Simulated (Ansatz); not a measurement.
Geometry relaxation of TaNH4Cl3OF (part 1 of 2)

TaNH4Cl3OF, computed with RKS PBE/def2-SVP (Ansatz 0.2.0).

It belongs to a series of runs on one base structure; here: end point B relaxed. Figures and captions count atoms from 1; the log counts them from 0 in places.

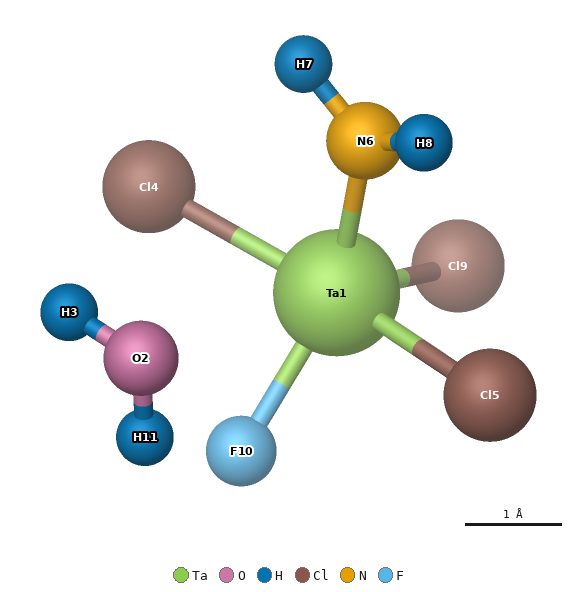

*The input geometry (ball-and-stick view, seen at a tilt; atoms are numbered from 1 in the order of the input). Sticks mark near contacts.*

Bond lengths as drawn: Cl–Ta 2.30 to 2.36 Å, F–Ta 1.93 Å, H–N 1.03 Å, H–O 0.98 to 0.99 Å and N–Ta 1.98 Å.

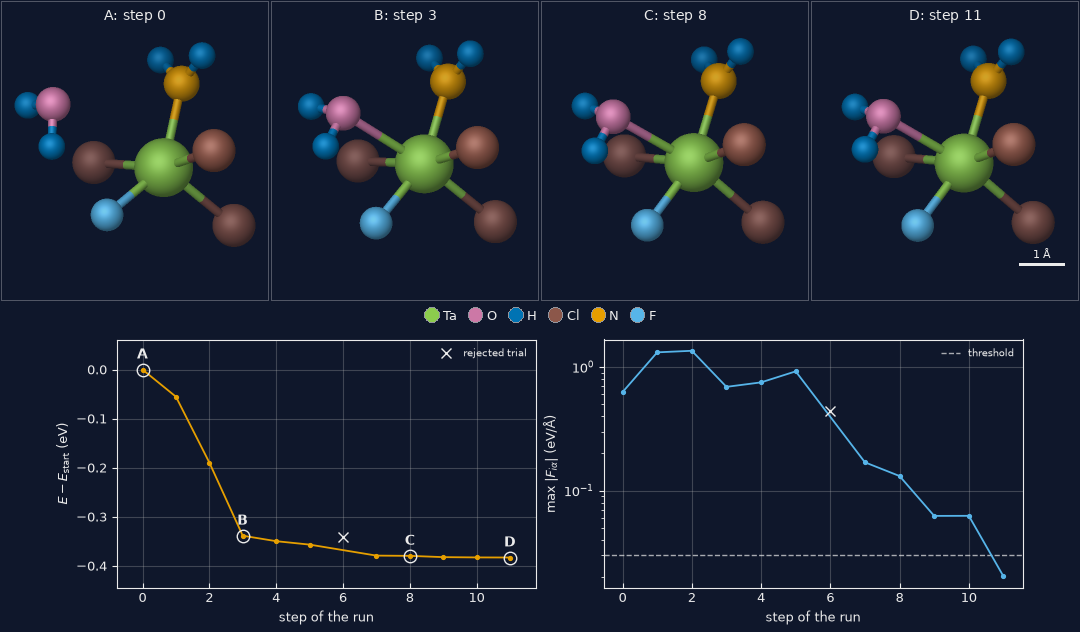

*Frames of the relaxation (ball-and-stick view, seen at a tilt) above the curves, on which the letters mark them (the first geometry is step 0 here and step 1 in the log).*

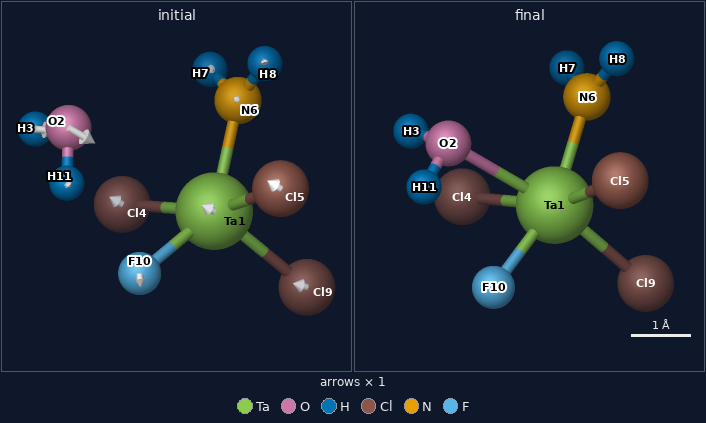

*Before (left) and after (right) the relaxation, at one scale (ball-and-stick view, seen at a tilt). The white arrows give the displacements, at true length.*

The energy falls by 0.383 eV in 11 geometry steps. The largest force component goes from 0.63 to 0.02 eV/Å. The line search rejected the trial step at point 6 (counted from 0) and went back. The atom that moves furthest after the best rigid fit is O2 (0.57 Å). Largest moves by element: O 0.57 Å, H 0.41 Å, Cl 0.30 Å, Ta 0.27 Å, F 0.24 Å, N 0.10 Å. Distances before and after: Ta1–O2 3.209 → 2.369 Å, Ta1–Cl4 2.361 → 2.387 Å, Ta1–N6 1.979 → 2.001 Å, Ta1–F10 1.926 → 1.941 Å. New bonds form: Ta1–O2 (3.21 → 2.37 Å). Among the angles that change: N6–Ta1–F10 140.6° → 158.8°, Cl9–Ta1–F10 112.0° → 98.2°, N6–Ta1–Cl9 107.4° → 103.0°. (Atoms are counted from 1 in the order of the input.)

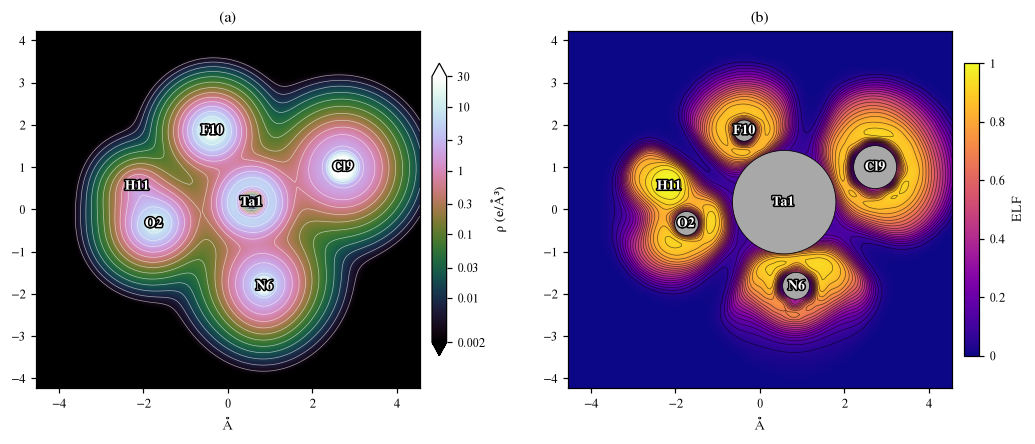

*(a) total electron density; (b) electron localisation function on the plane of atoms N6, Ta1 and Cl9. Grey discs, where drawn, cover atomic cores.*

Ta–N (2.00 Å): ρ is about 0.93 e/Å³ halfway; the ELF peaks at about 0.90 in the valence shell of N, 0.6 Å from its nucleus, and drops to about 0.30 between the two atoms.

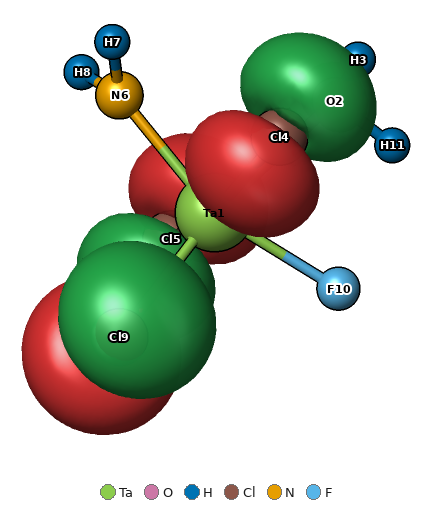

*One frontier orbital at ±0.1 Å⁻³ᐟ² (green and red are the two phases), seen at a tilt.*

The HOMO−1, at −7.55 eV.

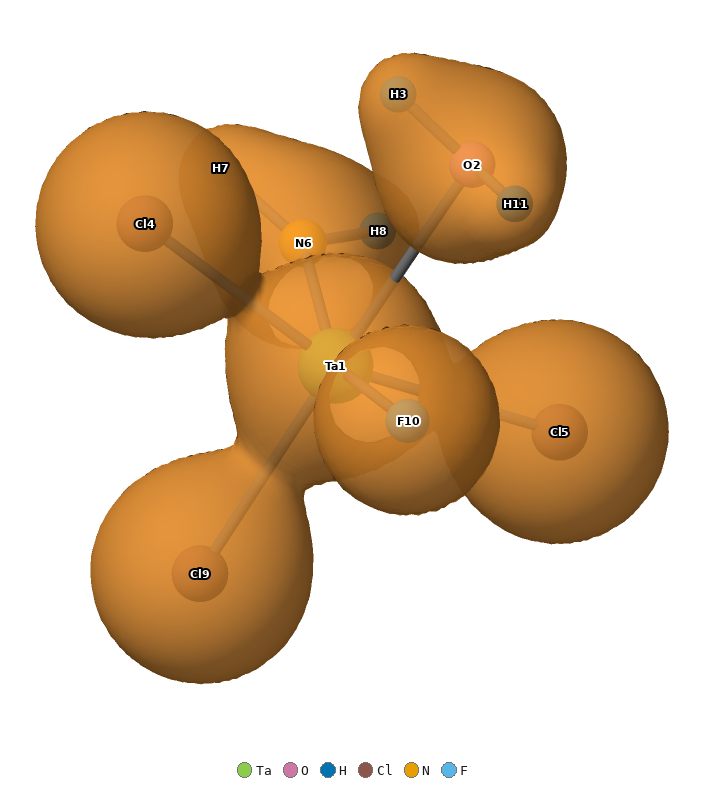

*Isosurface of the electron density at 0.5 e/Å³ (orange), seen at an oblique angle.*

At this value the surface falls into two separate pieces. It is pinched off along the Ta–O (2.37 Å) contacts. On the grid the lowest density along these lines, outside the cores, is 0.83 e/Å³ (Ta–F, 1.94 Å), 0.92 e/Å³ (Ta–N, 2.00 Å), 0.64 e/Å³ (Ta–Cl, 2.31 Å) and 0.34 e/Å³ (Ta–O, 2.37 Å).

The input and output of the run follow.

**The input**
```yaml
crystal:
  periodic: [false, false, false]
  atoms:
    - { symbol: Ta, position_ang: [-0.547475, -0.547819, -0.223783] }
    - { symbol: O, position_ang: [2.527664, 0.367179, -0.166852] }
    - { symbol: H, position_ang: [2.60662, 0.292139, 0.804248] }
    - { symbol: Cl, position_ang: [-0.08234, -0.603639, 2.090233] }
    - { symbol: Cl, position_ang: [-0.429935, -0.084608, -2.51629] }
    - { symbol: "N", position_ang: [-0.790582, 1.40106, 0.019574] }
    - { symbol: H, position_ang: [-0.667515, 1.883218, 0.916197] }
    - { symbol: H, position_ang: [-0.738573, 2.064772, -0.760435] }
    - { symbol: Cl, position_ang: [-2.632014, -1.511364, -0.172835] }
    - { symbol: F, position_ang: [0.84519, -1.855516, -0.472299] }
    - { symbol: H, position_ang: [2.54376, -0.584022, -0.446858] }
basis:
  gaussian: { orbitals: def2-SVP }
hamiltonian:
  xc: pbe
relax:
  f_tol: 0.03
  max_steps: 50
output:
  orbitals: {}
```

Command:
```bash
ansatz run input.yaml --threads 4 --pin off --max-ram 5120MiB --backend cpu --events-out ev --progress --plain --runs-dir out
```

**What the program printed**
```
The last accepted step is kept in [file] (removed where the run ends without a failure and the disk answers)
Engine: ansatz 0.2.0, aarch64-unknown-linux-gnu
Functional definition: PBE
  parameter kappa = 0.804
  parameter beta = 0.06672455060314922
  exchange = pbe_x(kappa = kappa, mu = beta*pi^2/3)
  correlation = pbe_c(beta = beta)
1584 factors; their error is unknown
mean field evaluation 1: about -45394.5936 eV, gradient 8.8e1 eV
mean field evaluation 2: about -45088.7270 eV, gradient 3.0e2 eV
mean field evaluation 4: about -45405.4996 eV, gradient 4.0e1 eV
mean field evaluation 8: about -45409.5615 eV, gradient 7.2e-1 eV
mean field evaluation 16: about -45409.4775 eV, gradient 9.5e-3 eV
mean field -45409.47750564 eV, -1668.7675186829 hartree, gradient 3.2e-5 eV, S^2 0.000000; 0 other end points of the search recorded, 0 dependent functions left out
the calculation of the forces begins
reference -45409.47757238 eV, -1668.7675211356 hartree; 46, 46 occupied and 102, 102 virtual orbitals, 1584 factors
relax step   1: F+E_penalty+E_count = -45409.47750564 eV  Δ(F+E_penalty+E_count) = +0.000e0 eV  max|allowed force component| = 6.259e-1 eV/Å  Δτ_max = 0.0000 Å  (35 SCF iters, accepted)
these checks for a lower state are left out or cut short: starts, cluster_reference, orbital_swaps, neighbouring_geometries, increment
1584 factors; their error is unknown
mean field -45409.53277491 eV, -1668.7695497911 hartree, gradient 1.2e-5 eV, S^2 0.000000; 0 other end points of the search recorded, 0 dependent functions left out
[... from here on the field's lines of each further geometry are left out, up to the last ...]
relax step   2: F+E_penalty+E_count = -45409.53277491 eV  Δ(F+E_penalty+E_count) = -5.527e-2 eV  max|allowed force component| = 1.312e0 eV/Å  Δτ_max = 0.1994 Å  (39 SCF iters, accepted)
relax step   3: F+E_penalty+E_count = -45409.66690907 eV  Δ(F+E_penalty+E_count) = -1.341e-1 eV  max|allowed force component| = 1.351e0 eV/Å  Δτ_max = 0.1972 Å  (39 SCF iters, accepted)
relax step   4: F+E_penalty+E_count = -45409.81602048 eV  Δ(F+E_penalty+E_count) = -1.491e-1 eV  max|allowed force component| = 6.899e-1 eV/Å  Δτ_max = 0.1967 Å  (38 SCF iters, accepted)
relax step   5: F+E_penalty+E_count = -45409.82717601 eV  Δ(F+E_penalty+E_count) = -1.116e-2 eV  max|allowed force component| = 7.501e-1 eV/Å  Δτ_max = 0.1721 Å  (38 SCF iters, accepted)
relax step   6: F+E_penalty+E_count = -45409.83415960 eV  Δ(F+E_penalty+E_count) = -6.984e-3 eV  max|allowed force component| = 9.208e-1 eV/Å  Δτ_max = 0.1345 Å  (39 SCF iters, accepted)
relax step   7: F+E_penalty+E_count = -45409.81930408 eV  Δ(F+E_penalty+E_count) = +1.486e-2 eV  max|allowed force component| = 4.363e-1 eV/Å  Δτ_max = 0.1402 Å  (33 SCF iters, rejected (line search))
relax step   8: F+E_penalty+E_count = -45409.85657642 eV  Δ(F+E_penalty+E_count) = -2.242e-2 eV  max|allowed force component| = 1.692e-1 eV/Å  Δτ_max = 0.0642 Å  (33 SCF iters, accepted)
relax step   9: F+E_penalty+E_count = -45409.85708556 eV  Δ(F+E_penalty+E_count) = -5.091e-4 eV  max|allowed force component| = 1.311e-1 eV/Å  Δτ_max = 0.0999 Å  (32 SCF iters, accepted)
relax step  10: F+E_penalty+E_count = -45409.85968756 eV  Δ(F+E_penalty+E_count) = -2.602e-3 eV  max|allowed force component| = 6.236e-2 eV/Å  Δτ_max = 0.0405 Å  (32 SCF iters, accepted)
relax step  11: F+E_penalty+E_count = -45409.86026905 eV  Δ(F+E_penalty+E_count) = -5.815e-4 eV  max|allowed force component| = 6.246e-2 eV/Å  Δτ_max = 0.0213 Å  (34 SCF iters, accepted)
the calculation of the forces begins
reference -45409.86051996 eV, -1668.7815941997 hartree; 46, 46 occupied and 102, 102 virtual orbitals, 1584 factors
relax step  12: F+E_penalty+E_count = -45409.86045198 eV  Δ(F+E_penalty+E_count) = -1.829e-4 eV  max|allowed force component| = 2.025e-2 eV/Å  Δτ_max = 0.0100 Å  (34 SCF iters, accepted)
1584 factors; their error is unknown
mean field evaluation 128: about -45409.8605 eV, gradient 7.9e-5 eV
mean field -45409.86045198 eV, -1668.7815917013 hartree, gradient 1.5e-5 eV, S^2 0.000000; 1 other end points of the search recorded, 0 dependent functions left out
the calculation of the forces begins
reference -45409.86051996 eV, -1668.7815941997 hartree; 46, 46 occupied and 102, 102 virtual orbitals, 1584 factors
Total energy: -45409.86051996 eV, -1668.7815941997 hartree
Atom 0 at    -0.283730    -0.486907    -0.222868 Å, force    -0.001833     0.020246     0.006528 eV/Å
Atom 1 at     1.987329     0.188174    -0.222397 Å, force    -0.008178     0.002034     0.001651 eV/Å
Atom 2 at     2.205811     0.323153     0.724639 Å, force     0.003204     0.003251     0.001935 eV/Å
Atom 3 at     0.178004    -0.516595     2.118501 Å, force    -0.001879    -0.002570    -0.004926 eV/Å
Atom 4 at    -0.148550     0.006325    -2.511505 Å, force     0.001819    -0.000644     0.006994 eV/Å
Atom 5 at    -0.706786     1.451089     0.039336 Å, force     0.003677    -0.013737    -0.005302 eV/Å
Atom 6 at    -0.752854     1.924393     0.949125 Å, force    -0.000778    -0.001544    -0.000241 eV/Å
Atom 7 at    -0.722883     2.146693    -0.715283 Å, force     0.000383    -0.000581    -0.001201 eV/Å
Atom 8 at    -2.362059    -1.486966    -0.144972 Å, force     0.000825    -0.000125     0.000944 eV/Å
Atom 9 at     0.783949    -2.087831    -0.480604 Å, force    -0.003125    -0.003838    -0.001863 eV/Å
Atom 10 at     2.456568    -0.640128    -0.463072 Å, force     0.005886    -0.002492    -0.004519 eV/Å
Dipole moment:     0.581498     0.598404     0.197423 e Å
```
